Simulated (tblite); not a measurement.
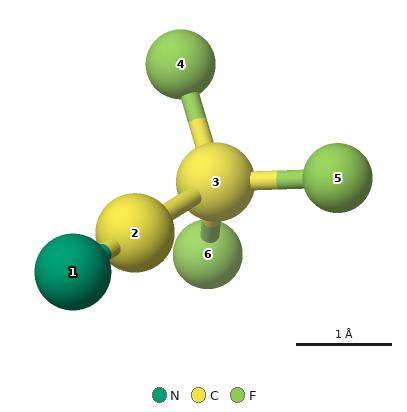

*The structure as given in the input (ball-and-stick view, seen at a tilt; atoms are numbered from 1 in the order of the input).*

Bond lengths as drawn: C–C 1.48 Å, C–F 1.34 Å and C–N 1.14 Å.

**C2F3N: molecular dynamics**

C2F3N (Acetonitrile, trifluoro-), computed with GFN2-xTB Langevin dynamics, gas phase (tblite 0.8.0).

Output:
```
t/fs     T/K   E - E0/eV
     0.0    659.8    -0.0000
   525.0    851.4     0.5247
  1050.0    959.7     0.9566
  1575.0    891.5     0.4606
  2100.0    748.3     0.2241
  2625.0    479.1     0.4117
  3150.0    842.7     0.2409
  3675.0    648.3     0.4576
  4200.0    528.9     0.1240
  4725.0    272.8     0.3637
  5250.0   1185.8     0.7529
  5775.0    956.3     0.1787
  6300.0    938.8     0.2770
  6825.0   1272.8     0.2506
  7350.0    412.8     0.6701
  7875.0    985.4     0.5838
  8400.0    867.1     0.7024
  8925.0    913.6     0.3677
  9450.0   1011.1     0.6023
  9975.0   1066.5     0.4784
 10500.0    985.9     0.4707
 11025.0    822.8     0.3549
 11550.0    891.2     0.3688
 12075.0    286.6     0.2311
 12600.0    817.2     0.4996
```

Trajectory as extended XYZ (Å, eV, eV/Å), 25 frames, from step=0 to step=8400:
```
6
Properties=species:S:1:pos:R:3:forces:R:3 step=0 time_fs=0.0 energy=-580.59351 temperature=659.8
N     2.1765   -0.0024   -0.0307    0.0020   0.0000   0.0000
C     1.0382   -0.0004   -0.0222   -0.0040   0.0000   0.0000
C    -0.4391    0.0021   -0.0111    0.0010  -0.0010   0.0000
F    -0.9283   -0.9910   -0.7581    0.0000   0.0010   0.0000
F    -0.9120   -0.1504    1.2286    0.0000   0.0000   0.0000
F    -0.9229    1.1500   -0.4928    0.0000  -0.0010   0.0000
6
Properties=species:S:1:pos:R:3:forces:R:3 step=350 time_fs=525.0 energy=-580.06876 temperature=851.4
N     2.1211   -0.0501    2.4783    1.5650   1.0320   1.8440
C     1.4317   -0.6470    1.8263   -1.8140  -0.9000  -3.0060
C     0.5235   -1.1046    0.7146   -2.7070   2.7540   2.7730
F     0.9806   -1.6171   -0.3088    2.5790  -1.6070  -3.2380
F    -0.4286   -1.8878    1.1530   -0.7900  -1.5890   1.2610
F    -0.2815   -0.0388    0.2708    1.1670   0.3090   0.3660
6
Properties=species:S:1:pos:R:3:forces:R:3 step=700 time_fs=1050.0 energy=-579.63690 temperature=959.7
N     0.4236   -3.3977    1.3687    3.8070  -5.2500   4.9320
C    -0.1968   -2.7594    0.7420   -2.5170   6.4600  -6.7680
C    -0.4776   -1.4728   -0.1181   -0.1250  -0.5890   2.1900
F     0.6388   -0.6613   -0.3450   -1.9320  -1.5790   0.5970
F    -1.1256   -1.6247   -1.2602    0.2810   0.2060   0.7330
F    -1.2857   -0.8979    0.8749    0.4850   0.7520  -1.6840
6
Properties=species:S:1:pos:R:3:forces:R:3 step=1050 time_fs=1575.0 energy=-580.13291 temperature=891.5
N    -2.8696   -4.6569    0.1531   -0.9370  -1.5210  -0.5250
C    -2.2215   -3.7777    0.4206    1.4840   2.3100  -0.1270
C    -1.5501   -2.5786    1.0057    1.1380   0.3360  -0.0140
F    -1.5023   -2.9466    2.2968    0.6800   0.5140   0.1970
F    -0.3193   -2.0659    0.5780   -0.6720  -2.0490   0.4080
F    -2.2229   -1.4613    0.9159   -1.6920   0.4100   0.0620
6
Properties=species:S:1:pos:R:3:forces:R:3 step=1400 time_fs=2100.0 energy=-580.36945 temperature=748.3
N    -1.4833   -4.4656   -0.3745    0.3080  -0.3040  -1.0570
C    -1.5721   -3.8528    0.5727    0.0850  -0.5290   1.2120
C    -1.9731   -3.2660    1.8667    0.4280  -0.7160   0.0570
F    -3.0211   -2.5261    1.4982   -0.1870   0.4410   1.1160
F    -2.3293   -4.2212    2.7880   -0.0990   0.8180  -1.0140
F    -1.0051   -2.5718    2.4732   -0.5350   0.2900  -0.3140
6
Properties=species:S:1:pos:R:3:forces:R:3 step=1750 time_fs=2625.0 energy=-580.18180 temperature=479.1
N     0.8211   -2.0824    0.0356    1.0260  -0.2170  -1.6830
C     0.2240   -1.9059    0.9690   -2.4050   0.1530   3.6870
C    -0.5328   -1.6911    2.3279   -1.1730   1.2920  -1.3300
F    -1.8675   -2.0623    2.4050    1.7380  -0.7230  -0.4820
F     0.1349   -2.2347    3.3336   -0.3960   0.5250  -0.4420
F    -0.7300   -0.3230    2.4586    1.2100  -1.0290   0.2490
6
Properties=species:S:1:pos:R:3:forces:R:3 step=2100 time_fs=3150.0 energy=-580.35264 temperature=842.7
N    -1.4436   -0.1264    1.4380    0.8730  -1.1910   0.8940
C    -1.0786   -1.0232    2.0622   -0.7950   0.2370  -0.7130
C    -1.0172   -2.2527    2.9335   -1.8110   0.8110  -0.1620
F    -0.2272   -3.2405    2.5755    0.2430   0.4710   0.3210
F    -0.8254   -1.8155    4.1978    0.1780  -0.8530  -0.6110
F    -2.3168   -2.7850    2.8747    1.3120   0.5260   0.2710
6
Properties=species:S:1:pos:R:3:forces:R:3 step=2450 time_fs=3675.0 energy=-580.13590 temperature=648.3
N    -2.9407   -2.3060    2.7990   -2.3160   2.2000  -3.8810
C    -2.4757   -2.8770    3.6220    2.6800  -1.3910   5.4630
C    -1.5949   -3.4470    4.7364   -0.4100  -0.5860  -1.2470
F    -0.3801   -3.4249    4.1824    0.7060   0.4400   0.4130
F    -1.5249   -2.9904    6.0087   -0.4430  -0.0850  -1.5620
F    -1.9154   -4.7422    4.7511   -0.2170  -0.5790   0.8140
6
Properties=species:S:1:pos:R:3:forces:R:3 step=2800 time_fs=4200.0 energy=-580.46952 temperature=528.9
N    -2.1291   -1.7635    3.7041   -0.1820   0.1440  -0.2470
C    -2.4455   -2.7151    4.2401    0.6080  -0.5640   0.8160
C    -2.6802   -3.9394    5.0794   -1.0830   1.6310   0.3800
F    -1.5967   -4.6274    5.3341    0.1870  -0.3290  -0.2070
F    -3.1690   -3.5218    6.3175    0.2510  -0.5590  -1.2600
F    -3.6109   -4.6709    4.4625    0.2190  -0.3230   0.5190
6
Properties=species:S:1:pos:R:3:forces:R:3 step=3150 time_fs=4725.0 energy=-580.22978 temperature=272.8
N    -1.7951   -2.9617    3.5493   -2.4270  -1.6300   0.7760
C    -2.6963   -3.6305    3.8516    1.7100   0.6070  -0.3310
C    -3.7903   -4.6115    4.2381    2.6180  -1.0120   1.8190
F    -3.4705   -5.8701    3.7810   -0.8360   1.2780  -0.7780
F    -3.7687   -4.9154    5.6061   -0.0840   1.1300  -0.9390
F    -4.9483   -4.1274    3.9589   -0.9810  -0.3730  -0.5480
6
Properties=species:S:1:pos:R:3:forces:R:3 step=3500 time_fs=5250.0 energy=-579.84065 temperature=1185.8
N    -1.3439   -3.7000    5.3704   -0.2700  -0.0800   0.4820
C    -2.1086   -3.5807    4.5368    0.2040   0.4030  -2.2530
C    -2.7201   -3.3739    3.0965   -0.3740   0.0070   3.9600
F    -4.0039   -3.0220    3.2459   -0.1160   1.5910  -0.1670
F    -1.9625   -2.3790    2.5582   -1.1030  -1.6570  -0.4760
F    -2.9222   -4.5888    2.6119    1.6590  -0.2640  -1.5460
6
Properties=species:S:1:pos:R:3:forces:R:3 step=3850 time_fs=5775.0 energy=-580.41480 temperature=956.3
N    -3.1679   -1.9494    4.1908   -0.0840   0.3790   0.1840
C    -3.1497   -1.7873    3.0639    0.0810  -0.4940  -0.2190
C    -3.0330   -1.9974    1.6015    0.0920  -1.2890   0.5860
F    -3.7195   -1.1332    0.8726    0.4000  -0.4210  -0.1010
F    -1.7367   -2.0675    1.2672   -0.2870   0.6590  -0.2980
F    -3.4693   -3.2953    1.3834   -0.2020   1.1670  -0.1510
6
Properties=species:S:1:pos:R:3:forces:R:3 step=4200 time_fs=6300.0 energy=-580.31653 temperature=938.8
N    -1.3387   -2.1241    2.5021    2.9240  -2.3960   1.5110
C    -2.2163   -1.5188    2.1832   -1.9100   1.8460  -1.2780
C    -3.1010   -0.5928    1.4989    0.3740   1.1050   0.8030
F    -4.1591   -1.1759    1.0356   -1.7630  -0.3230   0.1750
F    -3.3764    0.4538    2.3724   -0.1790  -0.8990  -1.2130
F    -2.5062   -0.1143    0.4107    0.5550   0.6670   0.0020
6
Properties=species:S:1:pos:R:3:forces:R:3 step=4550 time_fs=6825.0 energy=-580.34289 temperature=1272.8
N    -4.7486   -2.7297    3.0345   -0.8180  -1.0590   1.3510
C    -4.0721   -2.1581    2.3403    0.3610   1.8050  -1.9860
C    -3.3946   -1.3604    1.2438   -0.0400  -0.8180   1.8990
F    -2.2308   -2.0133    1.0836    0.3360   0.8260  -0.5130
F    -4.0632   -1.3235    0.1360   -0.7180  -0.8100  -1.4080
F    -3.2762   -0.0695    1.5458    0.8800   0.0570   0.6570
6
Properties=species:S:1:pos:R:3:forces:R:3 step=4900 time_fs=7350.0 energy=-579.92344 temperature=412.8
N    -5.6361   -3.0580    2.2049    1.1230  -0.0630   0.5940
C    -4.5043   -3.2337    2.3148   -3.8520   0.1820  -2.1280
C    -3.1161   -3.5053    2.1933    0.0730  -0.5880  -0.9560
F    -2.8530   -4.3660    3.0818    1.0870  -2.8910   3.7760
F    -2.5389   -4.0718    1.1337   -0.5650   0.5530  -1.5870
F    -2.5131   -2.4192    2.4776    2.1340   2.8070   0.3010
6
Properties=species:S:1:pos:R:3:forces:R:3 step=5250 time_fs=7875.0 energy=-580.00973 temperature=985.4
N    -2.7435   -4.1432    3.8695    0.5610  -0.0220  -0.4790
C    -1.6271   -4.2614    4.0901   -1.4100  -1.0110   1.0140
C    -0.3529   -4.2816    4.8151    1.0690  -2.1560  -1.2010
F    -0.2142   -5.0386    5.9721   -0.3000   0.3610  -2.0940
F     0.6554   -4.6339    3.8477   -1.1650   0.4950   2.0940
F    -0.2257   -3.0763    5.2051    1.2450   2.3340   0.6660
6
Properties=species:S:1:pos:R:3:forces:R:3 step=5600 time_fs=8400.0 energy=-579.89111 temperature=867.1
N     1.7138   -4.8922    2.2059   -0.8560  -0.5010  -0.1010
C     0.8109   -4.4867    2.7919    4.2290  -1.5490  -2.7070
C     0.2030   -3.6336    3.6580   -2.0700   0.3260   4.9560
F    -0.2200   -4.4654    4.7818    0.2280   1.0050  -1.0670
F     0.9503   -2.6982    4.2670    0.0180  -0.3590  -0.6780
F    -0.8605   -3.0938    3.1883   -1.5490   1.0790  -0.4030
6
Properties=species:S:1:pos:R:3:forces:R:3 step=5950 time_fs=8925.0 energy=-580.22584 temperature=913.6
N     2.8703   -6.3545    1.4018   -0.8930   0.9620  -0.1810
C     2.1046   -5.5362    1.6595    1.1970  -0.8040   0.1210
C     1.1957   -4.6538    2.4620    0.5750  -3.8360  -0.8490
F    -0.0358   -4.8053    1.9685   -0.3170   0.2910   0.7370
F     1.3629   -5.2390    3.6923   -0.9720   0.6270  -0.0640
F     1.5390   -3.4477    2.5182    0.4090   2.7600   0.2350
6
Properties=species:S:1:pos:R:3:forces:R:3 step=6300 time_fs=9450.0 energy=-579.99123 temperature=1011.1
N    -0.7501   -5.2266    0.7135    0.4050  -3.5480  -0.4580
C    -0.7976   -4.1182    0.8215   -1.2270   2.6930   0.4000
C    -0.9497   -2.7147    1.0525    0.3450   4.1900  -0.4270
F    -2.0674   -1.9458    0.9825   -1.0300  -1.7010  -0.2810
F    -0.5542   -2.3567    2.2892    0.9900  -0.5830  -0.3340
F    -0.2442   -2.0124    0.0547    0.5180  -1.0510   1.1000
6
Properties=species:S:1:pos:R:3:forces:R:3 step=6650 time_fs=9975.0 energy=-580.11506 temperature=1066.5
N    -3.8954    0.0040    3.1197    0.4650   0.4650  -0.0620
C    -2.9969   -0.2316    2.4565    0.6360  -2.1790  -0.9950
C    -2.1160   -1.0573    1.4105    0.0960   0.7070   3.9870
F    -0.7956   -0.8168    1.5573   -0.5430   0.5080  -0.5890
F    -2.1871   -2.3825    1.6945   -0.6850   0.6850  -0.4770
F    -2.6028   -0.7338    0.2754    0.0310  -0.1880  -1.8640
6
Properties=species:S:1:pos:R:3:forces:R:3 step=7000 time_fs=10500.0 energy=-580.12278 temperature=985.9
N    -0.5068    0.3662    6.2937    1.3320   0.5870   0.8540
C    -1.2561   -0.1078    5.5972   -1.2680  -0.6040   0.0330
C    -2.3675   -0.5742    4.7899    1.7960  -0.7400  -3.0600
F    -1.6975   -1.2474    3.6060   -1.2040   0.3240   2.1220
F    -3.2638   -1.3543    5.3204    0.2100  -0.0580  -0.1270
F    -2.9028    0.4417    4.1529   -0.8660   0.4910   0.1780
6
Properties=species:S:1:pos:R:3:forces:R:3 step=7350 time_fs=11025.0 energy=-580.23856 temperature=822.8
N    -2.1108    0.3906    8.8150    1.4270  -1.0190  -4.5010
C    -1.7363    0.1398    7.7267   -0.3210   0.6990   2.4360
C    -1.1163   -0.2734    6.3403   -0.1240  -1.6130   2.5710
F     0.2514   -0.2131    6.3895   -1.5330   0.1960  -0.2070
F    -1.4362   -1.6248    6.2052    0.4280   1.3260  -0.0190
F    -1.6094    0.3501    5.3183    0.1230   0.4120  -0.2780
6
Properties=species:S:1:pos:R:3:forces:R:3 step=7700 time_fs=11550.0 energy=-580.22470 temperature=891.2
N    -4.1008    0.2445    8.4730   -2.6350   1.1620  -0.5890
C    -3.1485   -0.3184    8.6452    1.8260  -0.1880  -0.0570
C    -1.8401   -0.7999    9.0465   -0.0320  -0.9350  -1.0590
F    -1.9829   -1.1647   10.2970    0.8580   0.7170   1.7270
F    -1.5753   -2.0016    8.4739    0.6840   0.6720  -0.7530
F    -0.8854    0.1429    8.7659   -0.7010  -1.4280   0.7300
6
Properties=species:S:1:pos:R:3:forces:R:3 step=8050 time_fs=12075.0 energy=-580.36240 temperature=286.6
N    -3.6788    0.6507   12.7220    0.7620   0.1070  -0.3280
C    -2.7324    0.2247   12.2407   -0.3710  -1.2180  -0.4730
C    -1.6310   -0.6859   11.7179   -0.0150   1.7460  -1.5790
F    -1.3070   -1.5028   12.6638    0.3920  -0.9150   0.6000
F    -1.9179   -1.4048   10.5659   -0.0060   0.9800   1.5520
F    -0.5354    0.0834   11.3976   -0.7630  -0.7000   0.2290
6
Properties=species:S:1:pos:R:3:forces:R:3 step=8400 time_fs=12600.0 energy=-580.09389 temperature=817.2
N    -0.6682    0.8335   14.3102    4.3040   3.0380   4.1890
C    -1.3462    0.4150   13.5568   -4.5380  -2.9860  -4.0360
C    -2.3086   -0.5499   12.9388    0.5080   1.2190  -0.7960
F    -1.6488   -1.1364   11.8699   -1.5080   0.3280   1.1620
F    -2.5268   -1.4116   13.9289   -0.4470  -0.4000  -0.7710
F    -3.5024    0.0434   12.5547    1.6800  -1.1980   0.2520
```

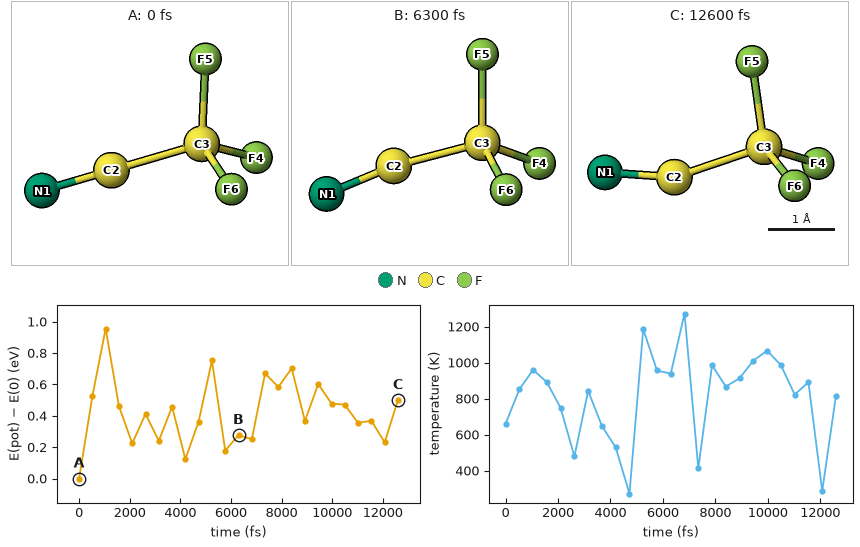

*Frames of the molecular dynamics (ball-and-stick, seen at a tilt) above the curves, on which the letters mark them.*

The trajectory kept here has 25 frames over 12600 fs. The temperature starts at 660 K, ranges from 273 to 1273 K and averages 867 K over the second half. The potential energy ends 0.500 eV above its first value. After an unweighted best fit of the last frame on the first, the root-mean-square displacement is 0.17 Å.

This output came from the following input.

Input:
```
{"job": {"dt": 1.5, "steps": 8000, "equilibration": 400, "friction": 0.005, "h_mass": 4.0, "temperature": 900, "xc": "GFN2-xTB", "basis": "xTB", "kind": "md"}, "charge": 0, "multiplicity": 1}
N      2.176546    -0.002401    -0.030675
C      1.038164    -0.000355    -0.022184
C     -0.439053     0.002117    -0.011085
F     -0.928316    -0.991039    -0.758148
F     -0.911986    -0.150354     1.228608
F     -0.922865     1.149993    -0.492814
```

The first line tells a small driver script what to run in tblite; the rest is the geometry in Å.

Command:
```bash
OMP_NUM_THREADS=1 python <driver script> task.json out
```

Key numbers:

- outcome: finished
- mean temperature over the second half: 867 K
- trajectory: 25 frames kept, 12600 fs
- hardware: 1 CPU thread, shared host
- wall time: 38 s
- peak memory: 0.31 GiB
